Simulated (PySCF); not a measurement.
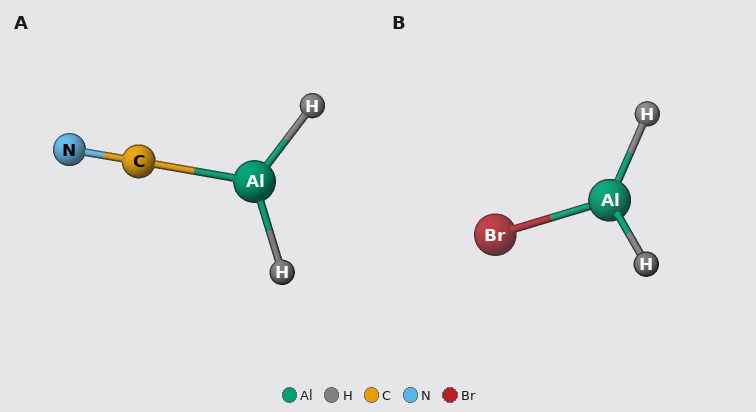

Two related species, optimised with PBE0-D3(BJ)/def2-SVP; properties computed with PySCF 2.14.0. Both: charge 0, singlet.

Identify both.

Answer. A is AlH2(CN), B is AlH2Br.

Compare them. With CAM-B3LYP/def2-SVPD: dipole moment (D), HOMO–LUMO gap (eV), HOMO energy (Kohn–Sham orbital) (eV), lowest vertical singlet excitation (eV), mean static polarisability (bohr³). With PBE/pcSseg-1 (pcSseg-2 on Al): shielding of Al (ppm). With PBE0/pcSseg-1 (pcSseg-2 on Al): Hirshfeld charge of Al (e), IAO charge of Al (e). With PBE0-D3(BJ)/def2-SVP: mean Al–H length (Å).

| quantity | A | B |
| --- | --- | --- |
| dipole moment (D) | 3.51 | 1.30 |
| HOMO–LUMO gap (eV) | 9.01 | 8.74 |
| HOMO energy (Kohn–Sham orbital) (eV) | −10.65 | −9.59 |
| lowest vertical singlet excitation (eV) | 5.26 | 5.23 |
| mean static polarisability (bohr³) | 41.8 | 50.2 |
| shielding of Al (ppm) | 316.8 | 295.0 |
| Hirshfeld charge of Al (e) | 0.60 | 0.49 |
| IAO charge of Al (e) | 0.78 | 0.69 |
| mean Al–H length (Å) | 1.577 | 1.580 |

Each is one conformer, and no frequency run is at hand to confirm it as a minimum.
